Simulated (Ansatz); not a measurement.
# Sn wire along [111], 14 atoms a period, H-terminated: bands by functional, part 2 of 2

What gap, if any, does the Sn wire along [111], 14 atoms a period, H-terminated have, and how does it change with the functional?

Ansatz 0.2.0; DFT PBE, plane waves, PAW; relaxation of a wire's period; PAW set soft_1 (the session's first sound run).

So far. Step 2 (Relaxation of atoms and period): The cell's length comes to 11.512 Å with spin left out.

## Step 3: The wire at its relaxed period

This step: DFT PBE, plane waves, PAW; bands of a perfect wire; PAW set soft_1 (Ansatz 0.2.0).

At the relaxed period the bands are computed along the axis; those that cross an energy going forward count the channels that a perfect wire would open there.

Input file input.yaml:

```yaml
crystal:
  lattice:
    - [14.36, 0.0, 0.0]
    - [0.0, 15.53, 0.0]
    - [0.0, 0.0, 11.511684274]
  atoms:
    - { symbol: Sn, position: [0.340150438, 0.414641831, 0.002639394] }
    - { symbol: Sn, position: [0.5, 0.670685624, 0.002614959] }
    - { symbol: Sn, position: [0.340064085, 0.414582018, 0.248724708] }
    - { symbol: Sn, position: [0.5, 0.670823169, 0.248699479] }
    - { symbol: Sn, position: [0.659935915, 0.414582018, 0.248724708] }
    - { symbol: H, position: [0.241178898, 0.638136186, 0.284237274] }
    - { symbol: H, position: [0.5, 0.223591003, 0.284236064] }
    - { symbol: H, position: [0.758821102, 0.638136186, 0.284237274] }
    - { symbol: H, position: [0.241178898, 0.361833802, 0.299096059] }
    - { symbol: H, position: [0.5, 0.776378984, 0.299097269] }
    - { symbol: H, position: [0.758821102, 0.361833802, 0.299096059] }
    - { symbol: Sn, position: [0.340064085, 0.58538797, 0.334608625] }
    - { symbol: Sn, position: [0.5, 0.329146819, 0.334633854] }
    - { symbol: Sn, position: [0.659935915, 0.58538797, 0.334608625] }
    - { symbol: Sn, position: [0.340150438, 0.585328157, 0.580693939] }
    - { symbol: Sn, position: [0.5, 0.329284364, 0.580718375] }
    - { symbol: Sn, position: [0.659849562, 0.585328157, 0.580693939] }
    - { symbol: H, position: [0.24054546, 0.535193418, 0.63204551] }
    - { symbol: H, position: [0.337323716, 0.69015457, 0.632067723] }
    - { symbol: H, position: [0.403231897, 0.274610666, 0.632088584] }
    - { symbol: H, position: [0.596768103, 0.274610666, 0.632088584] }
    - { symbol: H, position: [0.662676284, 0.69015457, 0.632067723] }
    - { symbol: H, position: [0.75945454, 0.535193418, 0.63204551] }
    - { symbol: Sn, position: [0.5, 0.49997634, 0.667653085] }
    - { symbol: Sn, position: [0.5, 0.499993647, 0.915680248] }
    - { symbol: H, position: [0.24054546, 0.464776569, 0.951287823] }
    - { symbol: H, position: [0.337323716, 0.309815418, 0.95126561] }
    - { symbol: H, position: [0.403231897, 0.725359322, 0.95124475] }
    - { symbol: H, position: [0.596768103, 0.725359322, 0.95124475] }
    - { symbol: H, position: [0.662676284, 0.309815418, 0.95126561] }
    - { symbol: H, position: [0.75945454, 0.464776569, 0.951287823] }
    - { symbol: Sn, position: [0.659849562, 0.414641831, 0.002639394] }
kpoints:
  mp_grid: { grid: [1, 1, 7] }
  band_path: { path: ["Γ", Z], npoints: 90 }
scf:
  occupations: { method: fermi_dirac, width: 0.05 }
hamiltonian:
  xc: pbe
  pseudopotentials: { kind: paw, azcp: { folder: soft_1 } }
output:
  dos: { e_range: [-5, 4] }
  write_potential: true
  write_density: true
  volumetric_format: npy
```

Command:

```sh
$ ansatz run input.yaml --threads 4 --pin off --max-ram 16384MiB --backend cpu --events-out ev --progress --plain --runs-dir out
```

Numbers of over 12 decimals in the logs are rounded to 6 here.

What it wrote:

```text
[...]
Crystal: 32 atoms, lattice volume = 2567.230 Å³
Basis set: ecut = 420 eV, 50203 PW (Γ)
Bands: 139, of which v1, the nominal top of the filled ones, is band 107 counted from 1 (106 counted from 0)
Symmetry: 4 space group operations
[...]
k-points: 4 of 7
[...]
SCF iter   1: F=—  HF=-84623.295071 eV  |F-HF|=—  |Δ(HF+E_count)|=         —  Δρ=2.54e-2  dr2=1.68e1  ethr=3.10e-3  ⟨swp⟩=7.8  Hψ=2571  notcnv=0  defer=20
[...]
SCF iter  10: F=-84618.198857 eV  HF=-84618.198857 eV  |F-HF|=1.92e-8  |Δ(HF+E_count)|=   4.53e-7  Δρ=5.96e-7  dr2=1.06e-8  ethr=4.67e-11  ⟨swp⟩=16.8  Hψ=2920  notcnv=0
SCF 1 converged in 10 iterations: F = -84618.198857 eV  dr2 = 1.06e-8
[...]
NSCF: frozen V_eff on 91 k-points
WARN: pass on a band path, mesh or list of k-points: the 91 k-points are solved 48 at a time at the most, because the 14.40 GiB of host memory that the pass is priced against does not hold them all with the solver's workspace as planned. The pass can take longer, above all where fewer k-points are solved at a time than the run has threads. As a rule a larger memory budget leaves room for more at once. The budget is what a run with no `--max-ram-frac` typed is planned for, 0.8 of the host's memory or its container's limit. More memory there lifts it, and so does a share over 0.88 that is typed (of such a share the budget is ten elevenths): [rest of the remark cut]
WARN: The output density's exchange-correlation potential varies sharply where the density is thin. Do not read a vacuum level from v_tot or v_xc, or from such a field of the output density. On a cell that repeats whose density bears no net charge and no dipole along the vacuum's axis use v_es (v_loc + v_h of the components); under efield.dipole_correction with no amplitude use v_es + v_field, which holds any externa [...]
SCF converged after 10 iterations
Free energy (F): -84618.198857 eV
[...]
Internal energy: -84618.198857 eV  (E = F + TS)
E sigma→0 (E₀):  -84618.198857 eV
Fermi energy:    -1.917291 eV
[...]
--- Band table (eV) ---
  k-point 0: bands = [... 103 lower, -3.7809, -3.7250, -3.7243, -3.0334, -0.7678, -0.0456, -0.0384, -0.0307, ... 28 higher]
  k-point 1: bands = [... 103 lower, -3.7787, -3.6560, -3.6554, -3.1096, -0.7475, -0.2093, -0.2051, 0.0680, ... 28 higher]
  k-point 2: bands = [... 103 lower, -3.7739, -3.5706, -3.5701, -3.3206, -0.6871, -0.3198, -0.3158, -0.0716, ... 28 higher]
  k-point 3: bands = [... 103 lower, -3.7701, -3.6227, -3.5225, -3.5221, -0.6072, -0.3696, -0.3658, -0.2294, ... 28 higher]
```

Elapsed: 3.2 min, on 4 threads of Intel Xeon Platinum 8488C (Sapphire Rapids), shared host; peak memory 11 GiB.

Reading the cycles: dr2 is the Hartree energy of the density residual (eV), the measure of convergence; HF is the Harris–Foulkes estimate of the energy, which meets the free energy F at convergence.

Numbers from this step:

```yaml
band_gap: 2.266 eV
```

The electronic bands at the labelled points (eV, zero at the Fermi level; v1 is the highest filled band, c1 the lowest empty one):

```tsv
point	v4	v3	v2	v1	c1	c2	c3	c4
Γ	-1.86	-1.81	-1.81	-1.12	1.15	1.87	1.88	1.89
Z	-1.85	-1.85	-1.60	-1.60	1.33	1.54	1.55	1.66
```

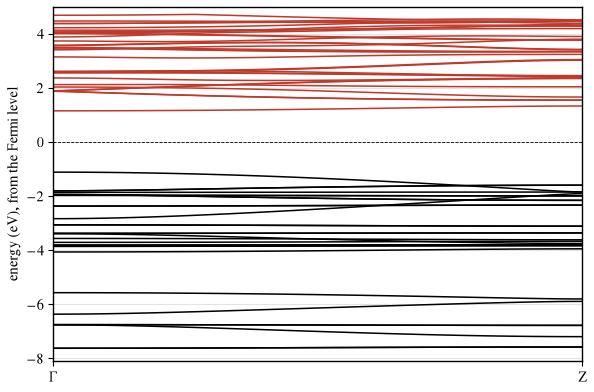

Electronic bands along the path; lines of filled and empty bands in two colours.

The gap is 2.27 eV, with spin left out.

On this path the gap is direct, 2.27 eV, with the valence top at Γ and the conduction bottom at Γ.

## Step 4: Another level of theory, cutoff 500 eV, k-mesh 1×1×6

This step: DFT r2SCAN, plane waves, PAW; bands of a perfect wire at the PBE geometry; PAW set soft_1 (Ansatz 0.2.0).

The atoms stay at the PBE geometry and the functional changes. r2SCAN also reads the kinetic-energy density; it often gives larger moments and wider gaps than PBE, at a higher cost. Against the first PBE run of this kind, the cutoff is 500 eV against 420 and the mesh along the wire has 6 points against 7.

Changes to input.yaml since step 3:

```diff
@@ -39,3 +39,3 @@
 kpoints:
-  mp_grid: { grid: [1, 1, 7] }
+  mp_grid: { grid: [1, 1, 6] }
   band_path: { path: ["Γ", Z], npoints: 90 }
@@ -44,8 +44,3 @@
 hamiltonian:
-  xc: pbe
+  xc: r2scan
   pseudopotentials: { kind: paw, azcp: { folder: soft_1 } }
-output:
-  dos: { e_range: [-5, 4] }
-  write_potential: true
-  write_density: true
-  volumetric_format: npy
```

What it wrote:

```text
[...]
Crystal: 32 atoms, lattice volume = 2567.230 Å³
Basis set: ecut = 500 eV, 65161 PW (Γ), exchange–correlation on 432×480×360 points (64 copies of the dense FFT grid, shifted against one another)
Bands: 139, of which v1, the nominal top of the filled ones, is band 107 counted from 1 (106 counted from 0)
Symmetry: 4 space group operations
[...]
k-points: 4 of 6
[...]
SCF iter   1: F=—  HF=-84824.091752 eV  |F-HF|=—  |Δ(HF+E_count)|=         —  Δρ=2.42e-2  dr2=1.51e1  dr2_τ=1.22e-1  ethr=3.10e-3  ⟨swp⟩=7.5  Hψ=2650  notcnv=0  defer=29
[...]
SCF iter  10: F=-84820.996746 eV  HF=-84820.996746 eV  |F-HF|=2.61e-8  |Δ(HF+E_count)|=   6.18e-7  Δρ=4.94e-7  dr2=9.73e-9  dr2_τ=1.95e-10  ethr=4.67e-11  ⟨swp⟩=18.2  Hψ=2934  notcnv=0
SCF 1 converged in 10 iterations: F = -84820.996746 eV  dr2 = 9.73e-9
[...]
SCF converged after 10 iterations
Free energy (F): -84820.996746 eV
[...]
Internal energy: -84820.996746 eV  (E = F + TS)
E sigma→0 (E₀):  -84820.996746 eV
Fermi energy:    -1.926999 eV
[...]
--- Band table (eV) ---
  k-point 0: bands = [... 103 lower, -4.0042, -3.9420, -3.9414, -3.2095, -0.6017, 0.0885, 0.0899, 0.1327, ... 28 higher]
  k-point 1: bands = [... 103 lower, -4.0015, -3.8531, -3.8526, -3.3169, -0.5829, -0.0860, -0.0836, 0.2448, ... 28 higher]
  k-point 2: bands = [... 103 lower, -3.9961, -3.7585, -3.7580, -3.6076, -0.5261, -0.1961, -0.1937, 0.0573, ... 28 higher]
  k-point 3: bands = [... 103 lower, -3.9934, -3.9766, -3.7237, -3.7233, -0.4790, -0.2287, -0.2263, -0.0536, ... 28 higher]
```

Elapsed: 5.6 min, on 4 threads; peak memory 11 GiB.

This step gave:

```
band gap : 2.608 eV
```

The electronic bands at the labelled points (eV, zero at the Fermi level; v1 is the highest filled band, c1 the lowest empty one):

```tsv
point	v4	v3	v2	v1	c1	c2	c3	c4
Γ	-2.08	-2.02	-2.01	-1.28	1.33	2.02	2.02	2.06
Z	-2.07	-2.05	-1.80	-1.80	1.45	1.70	1.70	1.87
```

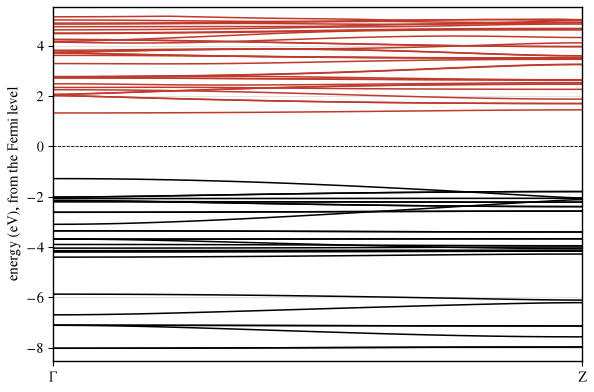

Electronic bands along the path; lines of filled and empty bands in two colours.

The gap is 2.61 eV, against 2.27 eV under PBE at the relaxed period.

## Step 5: Levels at the same atoms, level HSE06, cutoff 420 eV

This step: DFT HSE06, plane waves, PAW; levels of a perfect wire at the PBE geometry; PAW set soft_1 (Ansatz 0.2.0).

The atoms stay at the PBE geometry and the functional changes. HSE06 mixes in a quarter of short-range exact exchange, which removes part of the self-interaction that closes gaps; it is dear, so the mesh is thinner and no path is run. Against the first PBE run of this kind, the mesh along the wire has 3 points against 7.

Changes to input.yaml since step 4:

```diff
@@ -39,4 +39,3 @@
 kpoints:
-  mp_grid: { grid: [1, 1, 6] }
-  band_path: { path: ["Γ", Z], npoints: 90 }
+  mp_grid: { grid: [1, 1, 3] }
 scf:
@@ -44,3 +43,3 @@
 hamiltonian:
-  xc: r2scan
+  xc: hse06
   pseudopotentials: { kind: paw, azcp: { folder: soft_1 } }
```

What it wrote:

```text
[...]
Crystal: 32 atoms, lattice volume = 2567.230 Å³
Basis set: ecut = 420 eV, 50203 PW (Γ)
Bands: 139, of which v1, the nominal top of the filled ones, is band 107 counted from 1 (106 counted from 0)
Symmetry: 4 space group operations
[...]
k-points: 2 of 3
[...]
SCF iter   6: F=-84618.213659 eV  HF=-84618.213801 eV  |F-HF|=1.42e-4  |Δ(HF+E_count)|=   1.15e-3  Δρ=1.02e-4  dr2=2.79e-4  ethr=1.06e-6  ⟨swp⟩=4.0  Hψ=670  notcnv=0
[...]
Free energy (F): -84676.969963 eV
Frozen-core exchange: fock
[...]
Internal energy: -84676.969963 eV  (E = F + TS)
E sigma→0 (E₀):  -84676.969963 eV
Fermi energy:    -1.925076 eV
[...]
--- Band table (eV) ---
  k-point 0: bands = [... 103 lower, -4.2400, -4.1785, -4.1780, -3.4077, -0.4183]
  k-point 1: bands = [... 103 lower, -4.2323, -3.9820, -3.9815, -3.8218, -0.3598]
  guard bands above this table: 31 of the run's 139 bands. The solve was not asked for them (output.publish_guard_bands: true or output.eigenvalues: true publishes all)
```

Elapsed: 12 min, on 4 threads; peak memory 9.8 GiB; 48 min of CPU time.

This step gave:

```yaml
band_gap: 2.989 eV
```

The gap is 2.99 eV, against 2.27 eV under PBE at the relaxed period.

## Step 6: Results

* cell length, PBE: 11.51 Å
* gap, PBE: 2.27 eV
* gap, r2SCAN: 2.61 eV
* gap, HSE06: 2.99 eV

Under PBE the cell's length is 11.51 Å, and a gap of 2.27 eV makes it a semiconductor. At the relaxed period the wire is gapped under every functional, from 2.27 eV (PBE) to 2.99 eV (HSE06). Weak screening in one dimension makes quasiparticle gaps larger than the semilocal gaps, as a rule. A hybrid's gap is read on a coarse mesh, without a band path.

[Logs are printed without paths, hosts, clocks, repeated set-up lines and the standing remarks that a program may print on its own settings, such as how far it seeks lower states.]

[Hosts, paths, dates, database ids (printed as entryN), source tags and the programs' standing remarks are cut or masked in the printed files.]
